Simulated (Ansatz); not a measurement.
BFH$_{4}$OSi (SMILES FBO[SiH3])

```xyz
8

F    -1.5994   -1.6992    1.4261
B    -0.6854   -0.7877    1.1330
O    -0.4875   -0.4771   -0.1576
Si    0.5210    0.5728   -0.9454
H    -0.0753   -0.2785    2.0298
H    -0.3171    1.5310   -1.7024
H     1.3707    1.2957    0.0346
H     1.3650   -0.2143   -1.8737
```

Geometry: PBE0-D4/def2-TZVP.

Theory: RKS PBE0-D4/def2-TZVPP in Ansatz 0.2.0.

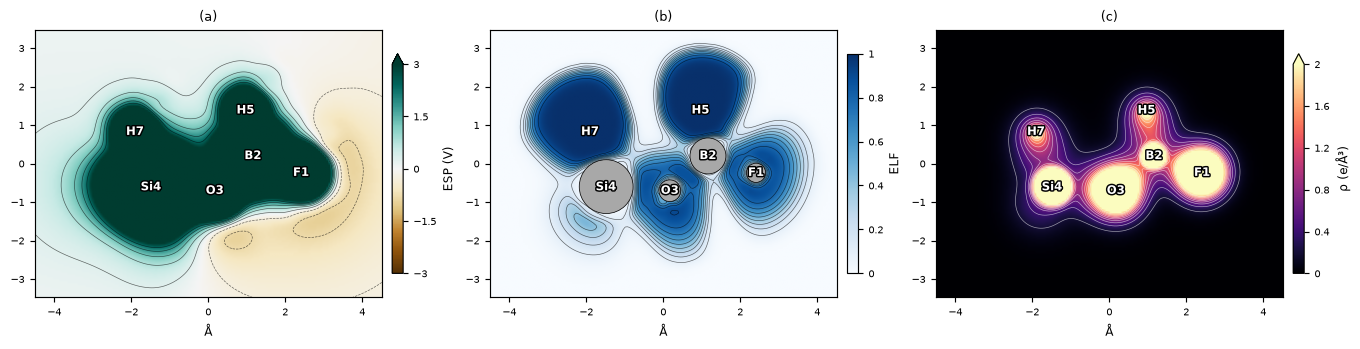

Figure 1. (a) electrostatic potential; (b) electron localisation function; (c) electron density on the plane of atoms B2, O3 and Si4. Grey discs cover the atomic cores in the ELF map.

> Describe what can be read from this map.

The plane passes through F, B, O, Si and H nuclei. B–F (1.32 Å): the density is about 2.2 e/Å³ at the midpoint; the ELF peaks at about 0.85 between the atoms; a polar covalent bond. B–O (1.34 Å): ρ at the midpoint is about 2.2 e/Å³; the ELF peaks at about 0.85 between the atoms; a short, strongly polar bond. Si–O (1.66 Å): ρ is about 1.1 e/Å³ halfway; the ELF peaks at about 0.85 between the atoms; a shared but strongly polarised pair. B–H (1.20 Å): ρ is about 1.3 e/Å³ halfway; the ELF climbs to about 1 towards the hydrogen, as it does in any bond to H (a covalent bond by its length). Si–H (1.48 Å): the density is about 0.83 e/Å³ at the midpoint; the ELF climbs to about 1 towards the hydrogen. The ELF also peaks beside O3 and F1, away from the bonds: lone-pair regions. Outside the dense part of the molecule the potential is most negative (−1.0 V) near F1.

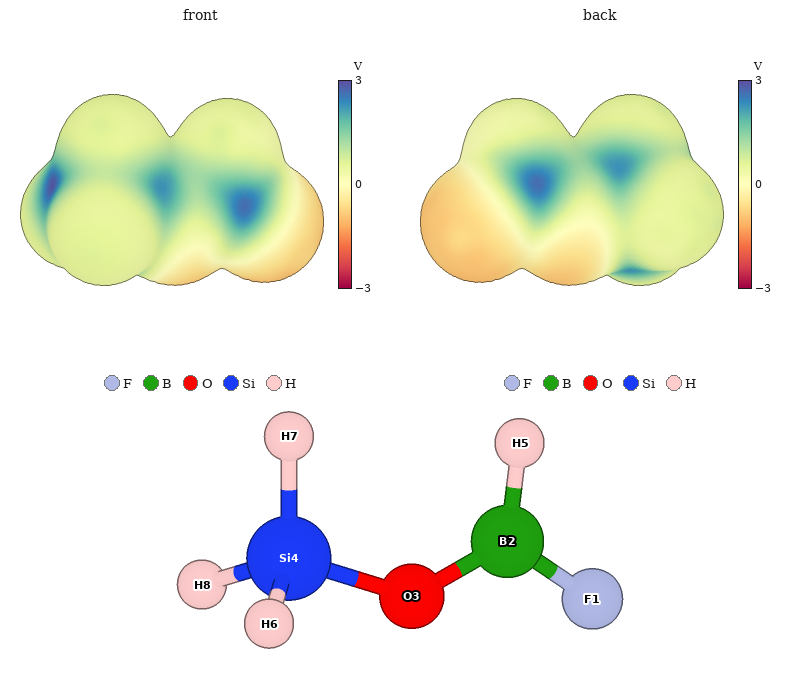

Figure 2. The electrostatic potential painted on the density surface at 0.004 e/bohr³, seen from the front and from behind; the colour scale runs from red (negative) to blue (positive). The bare structure is drawn below in the same view.

> Which sites attract a positive test charge, and which a negative one?

A positive charge is drawn to the negative regions and a negative charge to the positive ones. The most negative region (about −1.0 V) lies over F1, the most positive (about +2.6 V) over B2 and Si4.

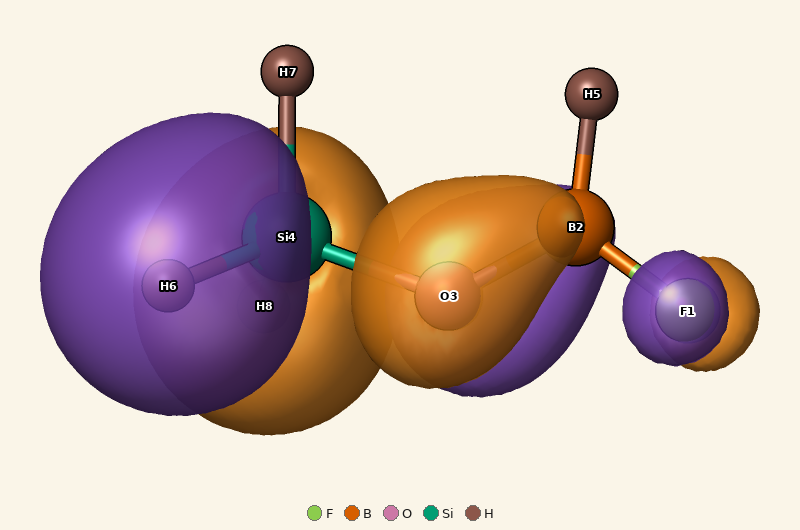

Figure 3. The HOMO−1 at ±0.08 Å⁻³ᐟ² (orange and purple are the two phases), seen at a tilt.

> What is the character of this orbital?

It lies mainly on Si4 (about 30 %), O3 (about 20 %), H8 (about 20 %) and H6 (about 20 %). Its energy is −9.57 eV.
